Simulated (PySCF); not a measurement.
# Geometry relaxation, with input and output: C$_{2}$H$_{9}$BGeO$_{3}$

C$_{2}$H$_{9}$BGeO$_{3}$, SMILES COB(OC)[O][GeH3], computed with PBE0-D3(BJ)/def2-SVP geometry optimisation, gas phase (PySCF 2.14.0).

It belongs to a series of runs on one base structure; here: H on B replaced by OGeH3.

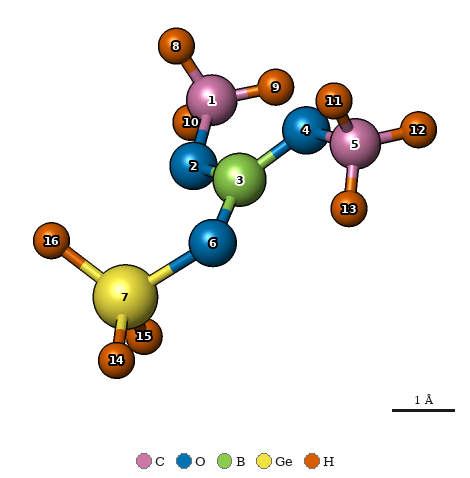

*The starting structure (ball-and-stick view, seen at a tilt; atoms are numbered from 1 in the order of the input). Sticks mark near contacts.*

Bond lengths as drawn: B–O 1.34 to 1.38 Å, C–H 1.05 to 1.12 Å, C–O 1.44 to 1.45 Å, Ge–H 1.48 to 1.52 Å and Ge–O 1.75 Å.

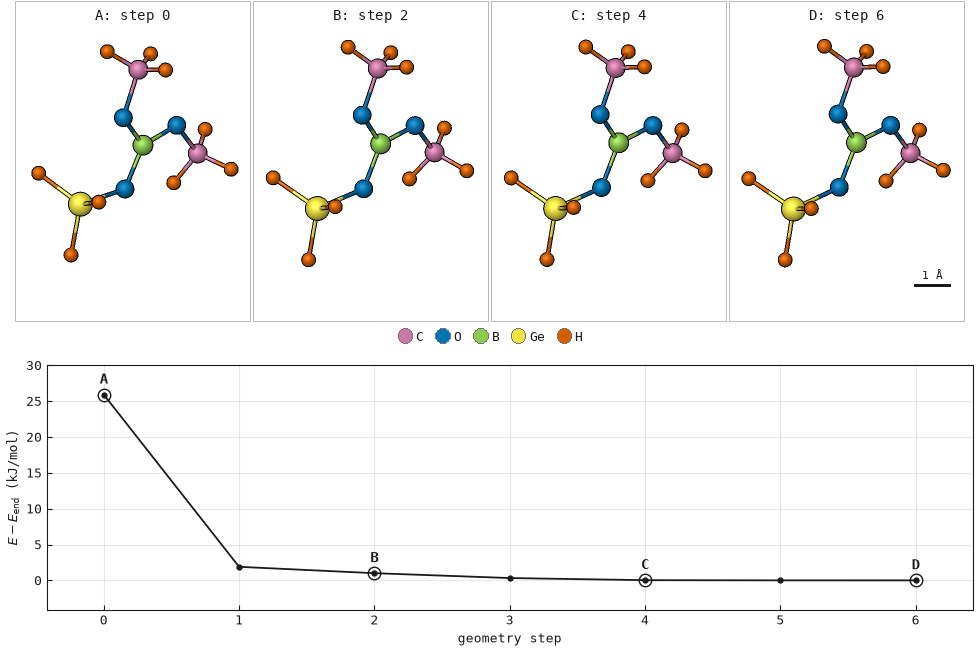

*Frames of the relaxation (ball-and-stick view, seen at a tilt) above the curves, on which the letters mark them (steps are counted from 0).*

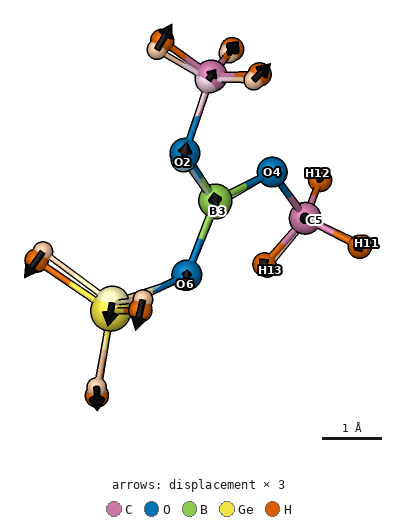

*Start (faint) and end (solid) with the displacements as black arrows, magnified 3 times (ball-and-stick view, seen at a tilt). The two geometries are laid on each other by the best rigid fit.*

The largest moves after the best rigid fit, 0.19 Å, are those of H15 and H16. By element the largest moves are H 0.19 Å, Ge 0.14 Å, O 0.11 Å, B 0.10 Å, C 0.08 Å. Among the contacts that change: Ge7–H15 1.483 → 1.536 Å, C1–H9 1.052 → 1.101 Å, O4–C5 1.445 → 1.403 Å, O6–Ge7 1.755 → 1.797 Å. Among the angles that change: O4–B3–O6 127.5° → 122.0°, B3–O6–Ge7 117.0° → 121.3°, O2–B3–O6 114.6° → 118.5°. The energy falls by 25.9 kJ/mol in 6 geometry steps. Largest force component: 2 eV/Å at the start, 0.013 eV/Å at the end. (Atoms are counted from 1 in the order of the input.)

The input that produced these results follows, with the program's output.

## The input
```
{"job": {"xc": "PBE0", "basis": "def2-SVP", "d3": "d3bj", "grid": 1, "shake": 0.01, "kind": "geom"}, "charge": 0, "multiplicity": 1}
C      2.269420     0.260480     0.585250
O      0.915050     0.700740     0.343330
B     -0.092110    -0.156310    -0.050700
O      0.226560    -1.462060    -0.254900
C     -0.812240    -2.377350    -0.669380
O     -1.290770     0.427220    -0.210980
Ge    -1.384360     2.152320     0.096290
H      2.384860     0.020180     1.627750
H      2.491530    -0.570530    -0.020870
H      2.904950     1.118890     0.352530
H     -1.216240    -2.891470     0.226020
H     -0.340550    -3.093500    -1.324220
H     -1.651860    -1.842750    -1.177720
H     -2.864200     2.384590    -0.182220
H     -0.512260     2.876960    -0.859240
H     -1.046830     2.450210     1.529790
```

The first line tells a small driver script what to run in PySCF; the rest is the geometry in Å.

Command:
```bash
OMP_NUM_THREADS=1 python <driver script> task.json out
```

## Output
```
step   0  E = -2408.15738172  max force = 0.039600
step   1  E = -2408.16652852  max force = 0.010884
step   2  E = -2408.16686722  max force = 0.006038
step   3  E = -2408.16712526  max force = 0.002031
step   4  E = -2408.16723878  max force = 0.000894
step   5  E = -2408.16724786  max force = 0.000458
step   6  E = -2408.16724863  max force = 0.000245
optimisation converged
```

## Trajectory as extended XYZ (Å, eV, eV/Å), 7 frames, from step=0 to step=6
```
16
Properties=species:S:1:pos:R:3:forces:R:3 step=0 energy=-65529.30011
C     2.2694    0.2605    0.5853   -1.9101   2.0363   0.0128
O     0.9151    0.7007    0.3433    0.9008  -0.4814   0.2105
B    -0.0921   -0.1563   -0.0507    1.3732   0.1670   0.2973
O     0.2266   -1.4621   -0.2549   -1.2929  -0.5879  -0.3903
C    -0.8122   -2.3773   -0.6694    0.1822   1.2876   0.8387
O    -1.2908    0.4272   -0.2110   -0.4710  -1.4499  -0.3531
Ge   -1.3844    2.1523    0.0963   -0.8350   0.5908   0.2670
H     2.3849    0.0202    1.6278    0.1439  -0.3081   0.8365
H     2.4915   -0.5705   -0.0209    0.5270  -1.4141  -0.9865
H     2.9049    1.1189    0.3525    0.2938   0.0050  -0.0930
H    -1.2162   -2.8915    0.2260    0.0742   0.0270  -0.2548
H    -0.3406   -3.0935   -1.3242    0.0955  -0.5364  -0.4777
H    -1.6519   -1.8428   -1.1777    0.4947  -0.2804   0.1864
H    -2.8642    2.3846   -0.1822   -0.2660   0.2524  -0.0293
H    -0.5123    2.8770   -0.8592    0.5665   0.5536  -0.6580
H    -1.0468    2.4502    1.5298    0.1230   0.1385   0.5933
16
Properties=species:S:1:pos:R:3:forces:R:3 step=1 energy=-65529.54901
C     2.2967    0.2003    0.5987    0.0029  -0.2240  -0.1006
O     0.9889    0.6611    0.3867    0.0811  -0.0776   0.0289
B    -0.0295   -0.1654    0.0021   -0.2329   0.0374  -0.0509
O     0.1939   -1.4933   -0.1985   -0.1220   0.0409  -0.0349
C    -0.8407   -2.3175   -0.6861    0.2550  -0.0259  -0.0759
O    -1.2584    0.3946   -0.1883    0.0778   0.5597   0.1308
Ge   -1.4372    2.1907    0.0979   -0.0112  -0.4362  -0.1379
H     2.4453   -0.0762    1.6577    0.0141  -0.0226  -0.0640
H     2.5277   -0.6821   -0.0343   -0.0515   0.2257   0.1909
H     2.9934    1.0137    0.3545    0.0708   0.0144  -0.0129
H    -1.3857   -2.7995    0.1429    0.0159   0.0182  -0.0030
H    -0.3819   -3.1059   -1.3085   -0.1092   0.0614   0.0768
H    -1.5595   -1.7451   -1.2932   -0.0039  -0.0395   0.0301
H    -2.9303    2.4443   -0.1890    0.0824  -0.0160   0.0057
H    -0.5423    2.9609   -0.8964   -0.0709  -0.0814   0.0957
H    -1.0989    2.5162    1.5644    0.0016  -0.0343  -0.0787
16
Properties=species:S:1:pos:R:3:forces:R:3 step=2 energy=-65529.55822
C     2.2911    0.1524    0.5939   -0.0257  -0.0387  -0.0500
O     1.0007    0.6651    0.3882   -0.0443   0.1981   0.0281
B    -0.0446   -0.1212   -0.0119    0.1864  -0.0837   0.0402
O     0.2057   -1.4427   -0.2172   -0.3105  -0.1269  -0.1431
C    -0.8050   -2.3063   -0.6754    0.0995   0.0218   0.0629
O    -1.2708    0.4427   -0.1979    0.2234   0.1138   0.0727
Ge   -1.4651    2.2165    0.0918   -0.0611  -0.1430  -0.0477
H     2.4293   -0.1531    1.6447   -0.0073  -0.0024   0.0014
H     2.4870   -0.7225   -0.0476   -0.0051   0.0436   0.0386
H     3.0261    0.9383    0.3645   -0.0149   0.0143   0.0049
H    -1.3075   -2.7970    0.1743   -0.0214  -0.0224  -0.0006
H    -0.3448   -3.0865   -1.3004   -0.0131   0.0042  -0.0013
H    -1.5643   -1.7693   -1.2632   -0.0228   0.0024  -0.0150
H    -2.9532    2.4599   -0.2008   -0.0036   0.0126  -0.0025
H    -0.5724    2.9901   -0.8888    0.0098   0.0044   0.0027
H    -1.1308    2.5305    1.5564    0.0107   0.0019   0.0086
16
Properties=species:S:1:pos:R:3:forces:R:3 step=3 energy=-65529.56525
C     2.3078    0.1742    0.6069   -0.0099   0.0742   0.0382
O     1.0127    0.6686    0.3898   -0.0113  -0.0695  -0.0382
B    -0.0183   -0.1310   -0.0256    0.0035  -0.0785   0.0144
O     0.1937   -1.4566   -0.2517    0.0834   0.0467  -0.0111
C    -0.8396   -2.3038   -0.6802   -0.0300   0.0505   0.0976
O    -1.2392    0.4384   -0.2077    0.0206  -0.0580  -0.0123
Ge   -1.4542    2.1950    0.0857   -0.0679   0.0487   0.0192
H     2.4381   -0.1403    1.6553   -0.0049   0.0076   0.0366
H     2.5248   -0.6889   -0.0345    0.0281  -0.1044  -0.0908
H     3.0356    0.9726    0.3938   -0.0405  -0.0117   0.0067
H    -1.3167   -2.7948    0.1840   -0.0185  -0.0212   0.0063
H    -0.4179   -3.0863   -1.3254    0.0550  -0.0296  -0.0447
H    -1.6166   -1.7567   -1.2345   -0.0100   0.0243  -0.0191
H    -2.9393    2.4283   -0.2166   -0.0511   0.0268  -0.0071
H    -0.5606    2.9774   -0.8802    0.0485   0.0631  -0.0502
H    -1.1290    2.5007    1.5517    0.0050   0.0310   0.0546
16
Properties=species:S:1:pos:R:3:forces:R:3 step=4 energy=-65529.56834
C     2.3104    0.1585    0.6023    0.0049   0.0134   0.0144
O     1.0192    0.6631    0.3889   -0.0146  -0.0168  -0.0109
B    -0.0171   -0.1304   -0.0199   -0.0024  -0.0143  -0.0202
O     0.1978   -1.4549   -0.2460    0.0015   0.0153   0.0191
C    -0.8347   -2.3022   -0.6755    0.0017   0.0060   0.0025
O    -1.2366    0.4439   -0.2038    0.0158   0.0459   0.0238
Ge   -1.4629    2.2058    0.0862   -0.0310  -0.0290  -0.0144
H     2.4412   -0.1521    1.6526    0.0029  -0.0018   0.0041
H     2.5208   -0.7093   -0.0407    0.0028  -0.0168  -0.0156
H     3.0394    0.9535    0.3850    0.0035  -0.0046   0.0032
H    -1.3132   -2.8010    0.1843    0.0044   0.0012   0.0009
H    -0.4055   -3.0788   -1.3258   -0.0025  -0.0089  -0.0096
H    -1.6108   -1.7529   -1.2304   -0.0010   0.0000  -0.0003
H    -2.9501    2.4351   -0.2249    0.0050   0.0021   0.0008
H    -0.5670    2.9975   -0.8776    0.0063   0.0057  -0.0005
H    -1.1494    2.5213    1.5560    0.0027   0.0025   0.0028
16
Properties=species:S:1:pos:R:3:forces:R:3 step=5 energy=-65529.56858
C     2.3151    0.1476    0.6018   -0.0015  -0.0011   0.0038
O     1.0272    0.6610    0.3875    0.0002   0.0042  -0.0086
B    -0.0129   -0.1262   -0.0225    0.0015  -0.0045   0.0021
O     0.1986   -1.4510   -0.2485   -0.0065  -0.0043   0.0076
C    -0.8357   -2.2982   -0.6732   -0.0044  -0.0005  -0.0066
O    -1.2313    0.4515   -0.2036    0.0137   0.0235   0.0103
Ge   -1.4685    2.2111    0.0848   -0.0121  -0.0126  -0.0084
H     2.4423   -0.1667    1.6517   -0.0008  -0.0021  -0.0017
H     2.5209   -0.7202   -0.0437    0.0007  -0.0010  -0.0013
H     3.0499    0.9381    0.3883    0.0013   0.0000   0.0006
H    -1.3083   -2.7986    0.1888    0.0030   0.0005  -0.0005
H    -0.4108   -3.0741   -1.3279   -0.0030   0.0015  -0.0012
H    -1.6157   -1.7485   -1.2225    0.0002  -0.0008   0.0020
H    -2.9559    2.4335   -0.2299    0.0044  -0.0005   0.0003
H    -0.5737    3.0087   -0.8761    0.0014  -0.0016   0.0038
H    -1.1599    2.5291    1.5555    0.0019  -0.0007  -0.0020
16
Properties=species:S:1:pos:R:3:forces:R:3 step=6 energy=-65529.56860
C     2.3208    0.1371    0.6005   -0.0018  -0.0049   0.0010
O     1.0359    0.6583    0.3867    0.0038   0.0058  -0.0019
B    -0.0086   -0.1241   -0.0209    0.0020   0.0081  -0.0126
O     0.1968   -1.4495   -0.2486   -0.0008  -0.0091   0.0125
C    -0.8409   -2.2930   -0.6713   -0.0069  -0.0044  -0.0091
O    -1.2248    0.4582   -0.2013    0.0006  -0.0042   0.0057
Ge   -1.4710    2.2155    0.0835    0.0032   0.0059  -0.0017
H     2.4457   -0.1804    1.6497    0.0000  -0.0027  -0.0024
H     2.5223   -0.7304   -0.0471   -0.0008   0.0048   0.0031
H     3.0602    0.9240    0.3895    0.0002   0.0006   0.0001
H    -1.3082   -2.7975    0.1913    0.0008  -0.0009  -0.0004
H    -0.4217   -3.0662   -1.3330   -0.0018   0.0038   0.0014
H    -1.6239   -1.7398   -1.2126    0.0000   0.0011   0.0029
H    -2.9574    2.4323   -0.2386    0.0010  -0.0006  -0.0001
H    -0.5737    3.0163   -0.8725   -0.0004  -0.0024   0.0025
H    -1.1701    2.5362    1.5554    0.0008  -0.0010  -0.0011
```

## Key numbers

```json
{"quantity": "outcome", "value": "converged"}
{"quantity": "total energy", "value": "−2408.167249 hartree"}
{"quantity": "dipole moment", "value": "0.15 D"}
{"quantity": "point group", "value": "C1"}
{"quantity": "hardware", "value": "1 CPU thread, shared host"}
{"quantity": "wall time", "value": "2.7 min"}
{"quantity": "peak memory", "value": "0.65 GiB"}
```
